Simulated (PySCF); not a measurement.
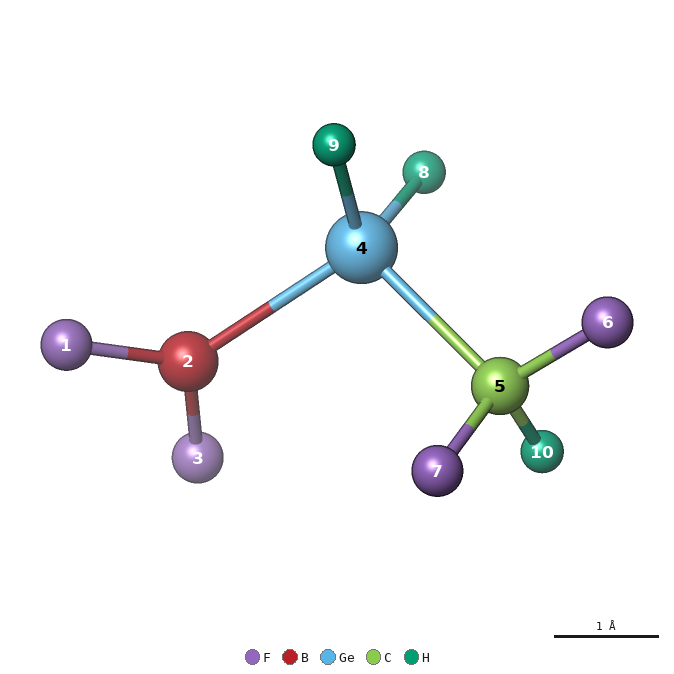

Orthographic view. Distant atoms are faded towards the background colour. Computed geometry: PBE0-D3(BJ)/def2-SVP optimisation. No frequency run is at hand to confirm it as a minimum.

Give the geometry as a Z-matrix, atoms in numerical order, with these reference atoms: 2 to 1; 3 to 2, 1; 4 to 2, 1, 3; 5 to 4, 2, 1; 6 to 5, 4, 2; 7 to 5, 6, 4; 8 to 4, 5, 6; 9 to 4, 8, 5; 10 to 5, 6, 7.

```
F  
B    1   1.315
F    2   1.318   1   117.3
Ge   2   2.071   1   122.9   3  -178.6
C    4   1.993   2   105.6   1   119.1
F    5   1.352   4   110.9   2  -168.1
F    5   1.360   6   108.2   4  -118.9
H    4   1.538   5   107.8   6    72.7
H    4   1.533   8   110.4   5   117.9
H    5   1.106   6   108.2   7  -116.5
```
